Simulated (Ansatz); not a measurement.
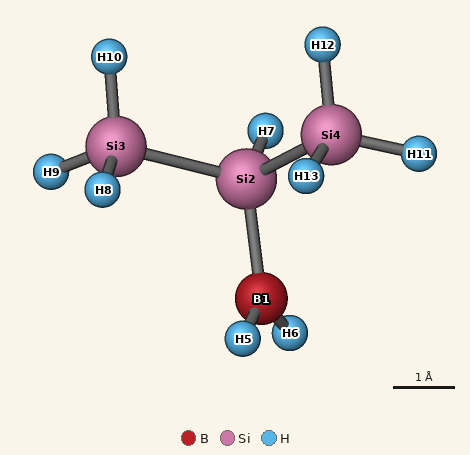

Figure 1. The structure as given in the input (ball-and-stick view, seen at a tilt; atoms are numbered from 1 in the order of the input).

**BSi₃H₉: geometry relaxation (part 1 of 2)**

The run: geometry relaxation of BSi₃H₉, SMILES B[SiH]([SiH3])[SiH3]. Method and program: RKS PBE0-D4/def2-TZVP (Ansatz 0.2.0).

The geometry: PBE-D4/def2-SVP start. Figures and captions count atoms from 1; the log counts them from 0 in places.

Log
```
Functional definition: PBE0
  name "PBE0"
  cite "Adamo & Barone, J. Chem. Phys. 110, 6158 (1999) doi:10.1063/1.478522"
  cite "Perdew, Burke & Ernzerhof, Phys. Rev. Lett. 77, 3865 (1996) doi:10.1103/PhysRevLett.77.3865"
  parent pbe
  parameter a = 0.25
  parameter kappa = 0.804
  parameter beta = 0.06672455060314922
  exchange = (1 - a)*pbe_x(kappa = kappa, mu = beta*pi^2/3) + a*exact_x
  correlation = pbe_c(beta = beta)
1369 factors; their error is unknown
mean field evaluation 1: about -24442.9853 eV, gradient 1.8e1 eV
mean field evaluation 2: about -24443.5498 eV, gradient 1.3e1 eV
mean field evaluation 4: about -24444.1975 eV, gradient 8.9e-1 eV
mean field evaluation 8: about -24444.2943 eV, gradient 1.7e-1 eV
mean field evaluation 16: about -24444.2944 eV, gradient 2.1e-5 eV
mean field -24444.29435675 eV, -898.3112486728 hartree, gradient 2.1e-5 eV, S^2 0.000000; 0 other end points of the search recorded, 0 dependent functions left out
the calculation of the forces begins
reference -24444.29440047 eV, -898.3112502794 hartree; 28, 28 occupied and 168, 168 virtual orbitals, 1369 factors
relax step   1: F+E_penalty+E_count = -24444.56557265 eV  Δ(F+E_penalty+E_count) = +0.000e0 eV  max|allowed force component| = 4.264e-1 eV/Å  Δτ_max = 0.0000 Å  (26 SCF iters, accepted)
these checks for a lower state are left out or cut short: starts, cluster_reference, orbital_swaps, neighbouring_geometries, increment
1369 factors; their error is unknown
mean field -24444.32625440 eV, -898.3124208896 hartree, gradient 1.7e-5 eV, S^2 0.000000; 0 other end points of the search recorded, 0 dependent functions left out
[... from here on the field's lines of each further geometry are left out, up to the last ...]
relax step   2: F+E_penalty+E_count = -24444.59835091 eV  Δ(F+E_penalty+E_count) = -3.278e-2 eV  max|allowed force component| = 1.218e-1 eV/Å  Δτ_max = 0.0273 Å  (29 SCF iters, accepted)
relax step   3: F+E_penalty+E_count = -24444.60008042 eV  Δ(F+E_penalty+E_count) = -1.730e-3 eV  max|allowed force component| = 5.745e-2 eV/Å  Δτ_max = 0.0252 Å  (31 SCF iters, accepted)
relax step   4: F+E_penalty+E_count = -24444.60101317 eV  Δ(F+E_penalty+E_count) = -9.327e-4 eV  max|allowed force component| = 4.973e-2 eV/Å  Δτ_max = 0.0432 Å  (29 SCF iters, accepted)
relax step   5: F+E_penalty+E_count = -24444.60146445 eV  Δ(F+E_penalty+E_count) = -4.513e-4 eV  max|allowed force component| = 3.711e-3 eV/Å  Δτ_max = 0.0265 Å  (30 SCF iters, accepted)
relax step   6: F+E_penalty+E_count = -24444.60155692 eV  Δ(F+E_penalty+E_count) = -9.247e-5 eV  max|allowed force component| = 1.480e-2 eV/Å  Δτ_max = 0.0296 Å  (30 SCF iters, accepted)
relax step   7: F+E_penalty+E_count = -24444.60143027 eV  Δ(F+E_penalty+E_count) = +1.266e-4 eV  max|allowed force component| = 4.204e-2 eV/Å  Δτ_max = 0.0243 Å  (30 SCF iters, rejected (line search))
relax step   8: F+E_penalty+E_count = -24444.60161054 eV  Δ(F+E_penalty+E_count) = -5.362e-5 eV  max|allowed force component| = 1.061e-2 eV/Å  Δτ_max = 0.0116 Å  (23 SCF iters, accepted)
relax step   9: F+E_penalty+E_count = -24444.60163324 eV  Δ(F+E_penalty+E_count) = -2.270e-5 eV  max|allowed force component| = 9.254e-3 eV/Å  Δτ_max = 0.0126 Å  (24 SCF iters, accepted)
relax step  10: F+E_penalty+E_count = -24444.60165702 eV  Δ(F+E_penalty+E_count) = -2.379e-5 eV  max|allowed force component| = 1.125e-2 eV/Å  Δτ_max = 0.0179 Å  (29 SCF iters, accepted)
relax step  11: F+E_penalty+E_count = -24444.60167645 eV  Δ(F+E_penalty+E_count) = -1.943e-5 eV  max|allowed force component| = 6.914e-3 eV/Å  Δτ_max = 0.0218 Å  (30 SCF iters, accepted)
relax step  12: F+E_penalty+E_count = -24444.60169209 eV  Δ(F+E_penalty+E_count) = -1.564e-5 eV  max|allowed force component| = 7.872e-3 eV/Å  Δτ_max = 0.0061 Å  (23 SCF iters, accepted)
relax step  13: F+E_penalty+E_count = -24444.60170170 eV  Δ(F+E_penalty+E_count) = -9.610e-6 eV  max|allowed force component| = 7.203e-3 eV/Å  Δτ_max = 0.0030 Å  (23 SCF iters, accepted)
relax step  14: F+E_penalty+E_count = -24444.60170437 eV  Δ(F+E_penalty+E_count) = -2.665e-6 eV  max|allowed force component| = 7.944e-3 eV/Å  Δτ_max = 0.0061 Å  (23 SCF iters, accepted)
the calculation of the forces begins
reference -24444.33028312 eV, -898.3125689425 hartree; 28, 28 occupied and 168, 168 virtual orbitals, 1369 factors
relax step  15: F+E_penalty+E_count = -24444.60170808 eV  Δ(F+E_penalty+E_count) = -3.710e-6 eV  max|allowed force component| = 3.157e-3 eV/Å  Δτ_max = 0.0012 Å  (21 SCF iters, accepted)
```

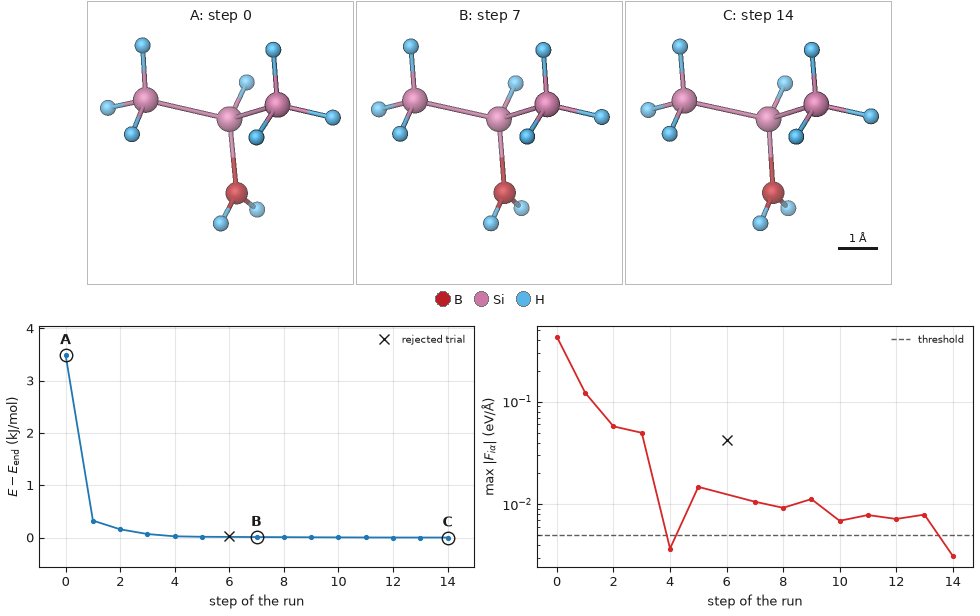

Figure 2. Frames of the relaxation (ball-and-stick view, seen at a tilt) above the curves, on which the letters mark them (the first geometry is step 0 here and step 1 in the log).

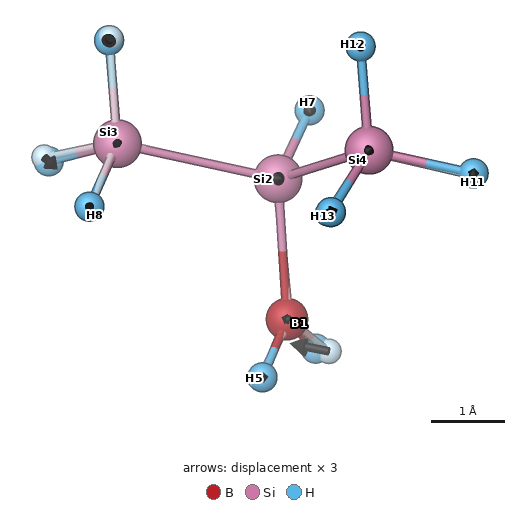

Figure 3. Start (faint) and end (solid) with the displacements as black arrows, magnified 3 times (ball-and-stick view, seen at a tilt). The two geometries are laid on each other by the best rigid fit. The atom that moves furthest after the best rigid fit is H6 (0.19 Å). Largest moves by element: H 0.19 Å, Si 0.06 Å, B 0.04 Å. Among the contacts that change: Si2–Si4 2.368 → 2.345 Å, B1–H6 1.216 → 1.195 Å, B1–H5 1.217 → 1.197 Å, Si2–H7 1.508 → 1.491 Å. Among the angles that change: B1–Si2–Si4 105.6° → 108.4°, B1–Si2–Si3 110.8° → 108.5°. The energy falls by 3.49 kJ/mol in 14 geometry steps. The largest force component goes from 0.43 to 0.0032 eV/Å. The line search rejected the trial step at point 6 (counted from 0) and went back. (Atoms are counted from 1 in the order of the input.)

```
1369 factors; their error is unknown
mean field -24444.33023975 eV, -898.3125673487 hartree, gradient 1.1e-5 eV, S^2 0.000000; 1 other end points of the search recorded, 0 dependent functions left out
the calculation of the forces begins
reference -24444.33028312 eV, -898.3125689425 hartree; 28, 28 occupied and 168, 168 virtual orbitals, 1369 factors
Total energy: -24444.60175144 eV, -898.3225452194 hartree
Atom 0 at    -0.295504     1.876568    -1.032699 Å, force    -0.000689     0.003157     0.003134 eV/Å
Atom 1 at     0.433114     0.065839    -0.650436 Å, force     0.001511    -0.001378    -0.000706 eV/Å
Atom 2 at     1.388364     0.083356     1.491183 Å, force    -0.001417     0.000606     0.001952 eV/Å
Atom 3 at    -1.361318    -1.435039    -0.485128 Å, force    -0.000935    -0.002017     0.000385 eV/Å
Atom 4 at    -1.095611     2.344089    -0.275724 Å, force     0.001121    -0.001441    -0.001889 eV/Å
Atom 5 at     0.024920     2.525626    -1.983316 Å, force    -0.000176    -0.000403    -0.000882 eV/Å
Atom 6 at     1.426614    -0.453675    -1.633842 Å, force    -0.001171     0.000213     0.000023 eV/Å
Atom 7 at     0.356174     0.493674     2.480488 Å, force     0.001614    -0.000525    -0.000473 eV/Å
Atom 8 at     2.531024     1.032647     1.573620 Å, force    -0.000779    -0.000662    -0.000568 eV/Å
Atom 9 at     1.878011    -1.276811     1.843251 Å, force    -0.000023     0.001004    -0.000543 eV/Å
Atom 10 at    -2.122168    -1.522356    -1.760760 Å, force     0.001280     0.000202     0.001354 eV/Å
Atom 11 at    -0.860249    -2.792914    -0.140186 Å, force    -0.000948     0.001539    -0.000437 eV/Å
Atom 12 at    -2.282871    -0.975605     0.588249 Å, force     0.000610    -0.000295    -0.001351 eV/Å
Dipole moment:     0.008416     0.019144    -0.026211 e Å
```

Trajectory as extended XYZ (Å, eV, eV/Å), 15 frames, from step=1 to step=15
```
13
Properties=species:S:1:pos:R:3:forces:R:3 step=1 energy=-24444.56557
B    -0.3234    1.8740   -1.0619   -0.1248   0.3153  -0.0954
Si    0.4833    0.0963   -0.6605    0.0312  -0.1888   0.0211
Si    1.3938    0.0617    1.5162    0.0624   0.0110   0.1103
Si   -1.3403   -1.4042   -0.4861   -0.0711  -0.0716   0.0051
H    -1.0797    2.3594   -0.2409    0.2884  -0.1732  -0.3315
H    -0.1236    2.4807   -2.0971   -0.0963  -0.2289   0.4264
H     1.4749   -0.4537   -1.6549   -0.1954   0.1384   0.1842
H     0.3301    0.4924    2.4903    0.2258  -0.0902  -0.1971
H     2.5718    0.9913    1.6422   -0.2430  -0.1959  -0.0144
H     1.8429   -1.3321    1.8681   -0.0932   0.2961  -0.0712
H    -2.1248   -1.4839   -1.7681    0.1508   0.0088   0.2637
H    -0.8301   -2.7798   -0.1469   -0.1174   0.2825  -0.0712
H    -2.2544   -0.9365    0.6143    0.1826  -0.1033  -0.2299
13
Properties=species:S:1:pos:R:3:forces:R:3 step=2 energy=-24444.59835
B    -0.3169    1.8662   -1.0550   -0.0829   0.0977  -0.0279
Si    0.4722    0.0877   -0.6459    0.0437  -0.0204  -0.0541
Si    1.3944    0.0678    1.5084    0.0134  -0.0155   0.0793
Si   -1.3380   -1.4027   -0.4904   -0.0517  -0.0498   0.0282
H    -1.0668    2.3514   -0.2506    0.0840  -0.0369  -0.0864
H    -0.1210    2.4654   -2.0768   -0.0048  -0.0709   0.1218
H     1.4577   -0.4412   -1.6377   -0.0442   0.0266   0.0425
H     0.3434    0.4932    2.4773    0.0522  -0.0194  -0.0405
H     2.5625    0.9865    1.6403   -0.0623  -0.0399  -0.0309
H     1.8395   -1.3123    1.8590   -0.0183   0.0662  -0.0152
H    -2.1195   -1.4852   -1.7582    0.0521   0.0190   0.0519
H    -0.8395   -2.7681   -0.1542   -0.0208   0.0660  -0.0175
H    -2.2475   -0.9432    0.5985    0.0396  -0.0225  -0.0513
13
Properties=species:S:1:pos:R:3:forces:R:3 step=3 energy=-24444.60008
B    -0.3238    1.8627   -1.0571    0.0575   0.0308   0.0495
Si    0.4702    0.0873   -0.6473   -0.0370  -0.0091   0.0070
Si    1.3862    0.0627    1.5077    0.0163   0.0225  -0.0090
Si   -1.3348   -1.4036   -0.4824    0.0050  -0.0025  -0.0240
H    -1.0614    2.3563   -0.2551   -0.0261  -0.0098  -0.0065
H    -0.1109    2.4632   -2.0671   -0.0090  -0.0101  -0.0264
H     1.4530   -0.4367   -1.6379    0.0031  -0.0054  -0.0014
H     0.3433    0.4886    2.4784   -0.0052   0.0035   0.0026
H     2.5482    0.9841    1.6197    0.0108   0.0038   0.0112
H     1.8353   -1.3110    1.8589    0.0049  -0.0073  -0.0017
H    -2.1028   -1.4751   -1.7538   -0.0148  -0.0108  -0.0050
H    -0.8367   -2.7652   -0.1504   -0.0008  -0.0099  -0.0002
H    -2.2454   -0.9479    0.6011   -0.0047   0.0042   0.0040
13
Properties=species:S:1:pos:R:3:forces:R:3 step=4 energy=-24444.60101
B    -0.3143    1.8725   -1.0487   -0.0235   0.0497  -0.0062
Si    0.4516    0.0850   -0.6384    0.0032   0.0008  -0.0036
Si    1.3896    0.0689    1.5070    0.0076   0.0006   0.0218
Si   -1.3447   -1.4153   -0.4849   -0.0186  -0.0141   0.0021
H    -1.0736    2.3785   -0.2732    0.0182  -0.0326  -0.0028
H    -0.0695    2.4679   -2.0557    0.0056  -0.0044   0.0009
H     1.4378   -0.4336   -1.6292    0.0005  -0.0049   0.0005
H     0.3548    0.4881    2.4905    0.0068  -0.0008  -0.0055
H     2.5502    0.9940    1.6115   -0.0038   0.0032  -0.0033
H     1.8501   -1.3037    1.8505    0.0001   0.0001   0.0016
H    -2.1120   -1.4927   -1.7573    0.0009   0.0036   0.0016
H    -0.8382   -2.7751   -0.1561   -0.0010   0.0006   0.0008
H    -2.2614   -0.9691    0.5987    0.0039  -0.0019  -0.0079
13
Properties=species:S:1:pos:R:3:forces:R:3 step=5 energy=-24444.60146
B    -0.3113    1.8705   -1.0452    0.0001   0.0037   0.0006
Si    0.4500    0.0787   -0.6397   -0.0015  -0.0015  -0.0014
Si    1.3926    0.0740    1.5058   -0.0021  -0.0008  -0.0007
Si   -1.3503   -1.4186   -0.4878    0.0019  -0.0005   0.0025
H    -1.0805    2.3579   -0.2692    0.0011  -0.0018  -0.0004
H    -0.0531    2.4809   -2.0395    0.0006   0.0011   0.0016
H     1.4373   -0.4434   -1.6277    0.0026  -0.0011  -0.0011
H     0.3588    0.4940    2.4893    0.0024   0.0004   0.0007
H     2.5484    1.0060    1.6008   -0.0004   0.0009  -0.0004
H     1.8599   -1.2949    1.8547    0.0011   0.0022   0.0010
H    -2.1144   -1.4914   -1.7621   -0.0007  -0.0009  -0.0008
H    -0.8492   -2.7801   -0.1576   -0.0029   0.0000  -0.0007
H    -2.2676   -0.9683    0.5929   -0.0023  -0.0018  -0.0009
```
